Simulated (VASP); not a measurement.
Band structure of CdNi3N (space group Pm-3m). These are PBEsol GGA, VASP's PBE PAW potentials (set 64) (plane waves; VASP 6.6.1) values and carry that method's errors.

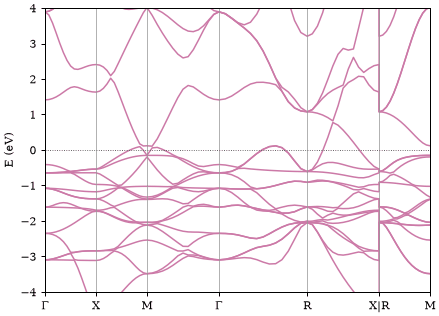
Figure. Bands along high-symmetry lines, zero at the valence-band maximum or, without a gap, the Fermi level

Read the plot: is there a gap, and where are the band edges?

It has no gap at this level: it comes out as a metal or semimetal. (Edges off the drawn lines would not show.)

The structure comes from a computed database's CdNi3N entry (Pm-3m); how it stands against other phases isn't given here. It was relaxed first. The run is not spin-polarised, so no magnetic state was tried. The electron count is odd and the run is not spin-polarised, which forces a metal.
